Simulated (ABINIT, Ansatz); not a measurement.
## La2O3 (P-3m1): changed settings of a GW run in ABINIT

What do changed inputs do to GW on La2O3 (P-3m1)?

Program: ABINIT 10.8.3. Level of theory: PBE and many-body steps on it, plane waves. Results are calculated unless marked as measured.

### 1. The starting structure

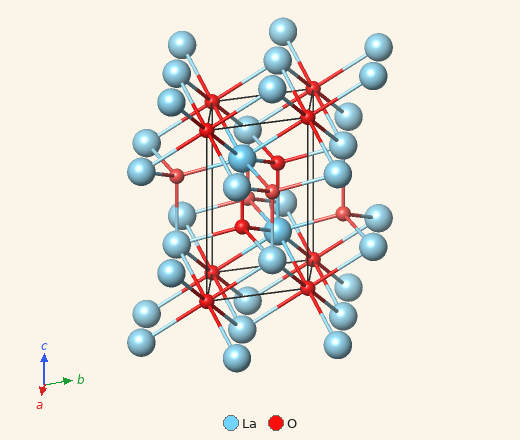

Start, viewed from a free direction; lanthanum blue, oxygen red. Some periodic images of atoms are drawn too.

The cell and positions are those that the Materials Project relaxed with its own functionals (PBE, PBE+U or r2SCAN), kept fixed. Spin-orbit coupling is left out unless a step names it.

### 2. Screening, 3×3×2 mesh, 186 bands, screening to 176.9 eV

This step: ABINIT 10.8.3; RPA screening on PBE, plane waves, norm-conserving pseudopotentials.

The RPA dielectric matrix is built and inverted for each q.

The input, run.abi:

```
acell 3*1.0 Angstrom
rprim 
  3.930777878010 -0.000000000002 0.000000000000
  -1.965388939003 3.404153498992 0.000000000000
  0.000000000000 0.000000000000 6.111953520000
ntypat 2
znucl 57 8
natom 5
typat 1 1 2 2 2
xred 
  0.666666666667 0.333333333333 0.753764320000
  0.333333333333 0.666666666667 0.246235680000
  0.666666666667 0.333333333333 0.354109350000
  0.333333333333 0.666666666667 0.645890650000
  -0.000000000000 -0.000000000000 0.000000000000
pp_dirpath "pseudos"
pseudos "La.upf, O.upf"
ecut 50
ngkpt 3 3 2
nshiftk 1
shiftk 0 0 0
kptopt 1
chksymbreak 0
istwfk *1
occopt 1
irdwfk 1
optdriver 3
nband 186
ecuteps 6.5
inclvkb 2
awtr 1
symchi 1
indata_prefix "in"
outdata_prefix "out"
tmpdata_prefix "tmp"
```

Command:

```sh
> OMP_NUM_THREADS=1 mpirun -n 8 abinit run.abi > log
```

The program printed:

```text
.Version 10.8.3 of ABINIT. v10.8.2 released Aug 2026.

 Symmetries : space group P-3 m 1 (#164); Bravais hP (primitive hexag.)
[... echo of the input left out ...]
== DATASET  1 ==================================================================
-   mpi_nproc: 8, omp_nthreads: 1 (-1 if OMP is not activated)

--- !DatasetInfo
iteration_state: {dtset: 1, }
dimensions: {natom: 5, nkpt: 6, mband: 186, nsppol: 1, nspinor: 1, nspden: 1, mpw: 9367, }
cutoff_energies: {ecut:  50.0, pawecutdg:  -1.0, }
electrons: {nelect:   4.00000000E+01, charge:   0.00000000E+00, occopt:   1.00000000E+00, tsmear:   1.00000000E-02, }

 SCREENING: Calculation of the susceptibility and dielectric matrices

 Based on a program developped by R.W. Godby, V. Olevano, G. Onida, and L. Reining.
 Incorporated in ABINIT by V. Olevano, G.-M. Rignanese, and M. Torrent.
.Using double precision arithmetic ; gwpc =  8

[... cell and pseudopotentials left out ...]
--------------------------------------------------------------------------------

 ==== K-mesh for the wavefunctions ====
 Number of points in the irreducible wedge :     6
[... list of points left out ...]
 Together with 12 symmetry operations and time-reversal symmetry
 yields    18 points in the full Brillouin Zone.

 ==== Q-mesh for the screening function ====
 Number of points in the irreducible wedge :     6
[... list of points left out ...]
 Together with 12 symmetry operations and time-reversal symmetry
 yields    18 points in the full Brillouin Zone.

 setmesh: FFT mesh size selected  =    27x   27x   50
          total number of points  =        36450

 vcoul_init : cutoff-mode = AUXILIARY_FUNCTION
 q-points for optical limit:   1
     1)      0.000010    0.000020    0.000030

- screening: taking advantage of time-reversal symmetry
- Maximum band index for partially occupied states nbvw = 20
- Remaining bands to be divided among processors   nbcw = 166
- Number of bands treated by each node ~20

 Number of electrons calculated from density =   40.0000; Expected =   40.0000
 average of density, n =  0.072476
 r_s =    1.4879
 omega_plasma =   25.9689 [eV]

 calculating chi0 at frequencies [eV] :
  1    0.000000E+00    0.000000E+00
  2    0.000000E+00    2.596889E+01

--------------------------------------------------------------------------------
  q-point number  1        q = ( 0.000000, 0.000000, 0.000000) [r.l.u.]
--------------------------------------------------------------------------------
[... chi0 elements left out ...]
 For q-point:  0.000010 0.000020 0.000030
  dielectric constant =   4.5577
  dielectric constant without local fields =   4.9539

  Average fulfillment of the sum rule on Im[epsilon] for q-point    1 :     77.05  [%]
[... wings left out ...]
  q-point number  2        q = ( 0.333333, 0.000000, 0.000000) [r.l.u.]
--------------------------------------------------------------------------------
[... chi0 elements left out ...]
  Average fulfillment of the sum rule on Im[epsilon] for q-point    2 :     81.95  [%]

 [... 4 further q-points ...]
```

Elapsed: 19 s, on 8 MPI ranks of AMD EPYC 9R45, shared host; peak memory 2.6 GiB; 2.5 min of CPU time.

Numbers from this step:

| Item | Value |
| --- | --- |
| ε∞ with local fields, on this mesh, along the program's q direction | 4.558 |
| the same without local fields | 4.954 |
| plasma frequency | 25.97 eV |
| plane waves in the screening matrix | 439 |

Local fields lower ε∞ by 8 %. On a Γ-centred mesh this coarse the value itself is usually too large, while a short band sum pulls it down.

### 3. Base

The self-energy is evaluated for the states that the input lists, and the levels follow from it, in one-shot runs by the linearised quasiparticle equation.

This step: G0W0 on PBE, plane waves, norm-conserving pseudopotentials.

Changes to run.abi since step 2:

```diff
@@ -26,8 +26,19 @@
 irdwfk 1
-optdriver 3
+optdriver 4
 nband 186
+gwcalctyp 0
+ecutsigx 50
+symsigma 1
+nkptgw 3
+kptgw 
+  0.3333333333 0.0000000000 0.5000000000
+  0.3333333333 0.3333333333 0.0000000000
+  0.0000000000 0.0000000000 0.0000000000
+bdgw 
+  19 22
+  19 23
+  18 23
 ecuteps 6.5
-inclvkb 2
-awtr 1
-symchi 1
+irdscr 1
+ppmodel 1
 indata_prefix "in"
```

The program printed:

```text
.Version 10.8.3 of ABINIT. v10.8.2 released Aug 2026.

 Symmetries : space group P-3 m 1 (#164); Bravais hP (primitive hexag.)
[... echo of the input left out ...]
== DATASET  1 ==================================================================
-   mpi_nproc: 8, omp_nthreads: 1 (-1 if OMP is not activated)

--- !DatasetInfo
iteration_state: {dtset: 1, }
dimensions: {natom: 5, nkpt: 6, mband: 186, nsppol: 1, nspinor: 1, nspden: 1, mpw: 9367, }
cutoff_energies: {ecut:  50.0, pawecutdg:  -1.0, }
electrons: {nelect:   4.00000000E+01, charge:   0.00000000E+00, occopt:   1.00000000E+00, tsmear:   1.00000000E-02, }

 SIGMA: Calculation of the GW corrections

 Based on a program developped by R.W. Godby, V. Olevano, G. Onida, and L. Reining.
 Incorporated in ABINIT by V. Olevano, G.-M. Rignanese, and M. Torrent.
.Using double precision arithmetic ; gwpc =  8

[... cell and pseudopotentials left out ...]
--------------------------------------------------------------------------------

 ==== K-mesh for the wavefunctions ====
 Number of points in the irreducible wedge :     6
[... list of points left out ...]
 Together with 12 symmetry operations and time-reversal symmetry
 yields    18 points in the full Brillouin Zone.

 ==== Q-mesh for screening function ====
 Number of points in the irreducible wedge :     6
[... list of points left out ...]
 Together with 12 symmetry operations and time-reversal symmetry
 yields    18 points in the full Brillouin Zone.

 vcoul_init : cutoff-mode = AUXILIARY_FUNCTION
 q-points for optical limit:   1
     1)      0.000010    0.000020    0.000030
 setmesh: FFT mesh size selected  =    45x   45x   75
          total number of points  =       151875

 Number of electrons calculated from density =   40.0000; Expected =   40.0000
 average of density, n =  0.072476
 r_s =    1.4879
 omega_plasma =   25.9689 [eV]

 === KS Band Gaps ===
  >>>> For spin  1
   Minimum direct gap =   3.9821 [eV], located at k-point      :   0.3333  0.3333  0.0000
   Fundamental gap    =   3.9403 [eV], Top of valence bands at :   0.3333  0.0000  0.5000
                                       Bottom of conduction at :   0.3333  0.3333  0.0000
 SIGMA fundamental parameters:
 PLASMON POLE MODEL  1
 number of plane-waves for SigmaX                 9367
 number of plane-waves for SigmaC and W            439
 number of plane-waves for wavefunctions          9367
 number of bands                                   186
 number of independent spin polarizations            1
 number of spinorial components                      1
 number of k-points in IBZ                           6
 number of q-points in IBZ                           6
 number of symmetry operations                      12
 number of k-points in BZ                           18
 number of q-points in BZ                           18
 number of frequencies for dSigma/dE                 9
 frequency step for dSigma/dE [eV]                0.25
 number of omega for Sigma on real axis              0
 max omega for Sigma on real axis  [eV]           0.00
 zcut for avoiding poles [eV]                     0.10

 EPSILON^-1 parameters (SCR file):
 dimension of the eps^-1 matrix on file            439
 dimension of the eps^-1 matrix used               439
 number of plane-waves for wavefunctions          9367
 number of bands                                   186
 number of q-points in IBZ                           6
 number of frequencies                               2
 number of real frequencies                          1
 number of imag frequencies                          1

 matrix elements of self-energy operator (all in [eV])

 Perturbative Calculation

--- !SelfEnergy_ee
iteration_state: {dtset: 1, }
kpoint     : [   0.333,    0.000,    0.500, ]
spin       : 1
KS_gap     :    4.466
QP_gap     :    6.867
Delta_QP_KS:    2.402
data: !SigmaeeData |
     Band     E0 <VxcDFT>   SigX SigC(E0)      Z dSigC/dE  Sig(E)    E-E0       E
       19   5.682 -18.475 -23.105   4.350   0.770  -0.299 -18.691  -0.215   5.467
       20   5.935 -18.990 -23.520   4.301   0.771  -0.297 -19.166  -0.177   5.758
       21  10.400 -13.777  -5.562  -5.454   0.806  -0.241 -11.552   2.225  12.625
       22  10.762 -13.694  -5.101  -5.674   0.804  -0.244 -11.346   2.348  13.110

--- !SelfEnergy_ee
iteration_state: {dtset: 1, }
kpoint     : [   0.333,    0.333,    0.000, ]
spin       : 1
KS_gap     :    3.982
QP_gap     :    5.144
Delta_QP_KS:    1.162
data: !SigmaeeData |
     Band     E0 <VxcDFT>   SigX SigC(E0)      Z dSigC/dE  Sig(E)    E-E0       E
       19   5.221 -17.724 -22.695   4.471   0.768  -0.301 -18.108  -0.383   4.838
       20   5.893 -19.229 -23.698   4.217   0.777  -0.287 -19.424  -0.195   5.698
[...]
--- !SelfEnergy_ee
iteration_state: {dtset: 1, }
kpoint     : [   0.000,    0.000,    0.000, ]
spin       : 1
KS_gap     :    4.412
QP_gap     :    6.510
Delta_QP_KS:    2.097
data: !SigmaeeData |
     Band     E0 <VxcDFT>   SigX SigC(E0)      Z dSigC/dE  Sig(E)    E-E0       E
[...]
21  10.301 -11.820  -3.888  -5.531   0.817  -0.225  -9.859   1.960  12.262
       22  10.583 -12.686  -4.857  -5.539   0.813  -0.230 -10.825   1.862  12.444
       23  10.583 -12.686  -4.857  -5.539   0.813  -0.230 -10.825   1.862  12.444

== END DATASET(S) ==============================================================
================================================================================

 -outvars: echo values of variables after computation  --------
           etotal      0.0000000000E+00
            nband         186
             nkpt           6
          spgroup         164
 [... the other variables as echoed above ...]

 Calculation completed.
```

Elapsed: 18 s, on 8 MPI ranks; peak memory 2.3 GiB.

This step gave:

```yaml
g0w0_gap_on_the_points_computed: 5.084 eV
starting_gap_on_the_mesh: 3.940 eV
k_of_the_valence_top: 0.3333, 0, 0.5
k_of_the_conduction_bottom: 0.3333, 0.3333, 0
z_at_the_valence_top: 0.771
z_at_the_conduction_bottom: 0.827
least_direct_g0w0_gap_on_the_computed_points: 5.144 eV
```

The gap on the mesh goes from 3.94 eV to 5.08 eV, a correction of +1.14 eV.

(Part 1 of 2 ends here.)

[Paths, hosts, dates, memory and timing lines, banners, echoed tables and standing remarks are left out of the program output.]

[Logs are printed without paths, hosts, clocks, repeated set-up lines and the standing remarks that a program may print on its own settings, such as how far it seeks lower states.]

[Runs of the session that timed out or met a known fault of the program may be left out.]

[Hosts, paths, dates, database ids (printed as entryN), source tags and the programs' standing remarks are cut or masked in the printed files.]

[G0W0 gaps are taken among the corrected bands and points alone; a level outside them can change the order at an edge.]

[Where Ansatz stands beside ABINIT at settings called matched, ABINIT's density can come from a denser mesh and the files from another edition; pairs whose starting gaps differed by over 0.03 eV were left out, so agreement reads better than it is.]
